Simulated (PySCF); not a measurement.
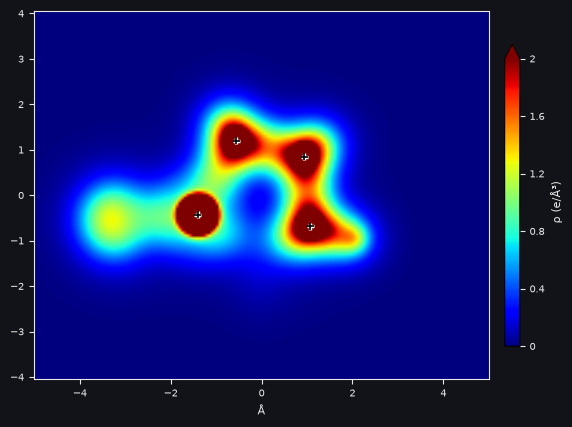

The electron density on a plane through atoms (crosses mark nuclei in the plane).

These are results of PySCF 2.14.0, PBE0/pcSseg-1, SCF density, gas phase, non-relativistic, not measurements.

Candidates:
A. C₆H₁₁PS
B. C₁₄H₁₁ (SMILES c1ccc2c(c1)[CH+]Cc1ccccc1-2) (charge +1)
C. C₄H₉N (SMILES CNC1CC1)

Which system is this?

Candidate A: C₆H₁₁PS on the plane of atoms C3, C4 and C5, which holds P and C. C–C (1.54 Å): ρ at the midpoint is about 1.6 e/Å³. C–P (1.85 Å): the density is about 1.2 e/Å³ at the midpoint.
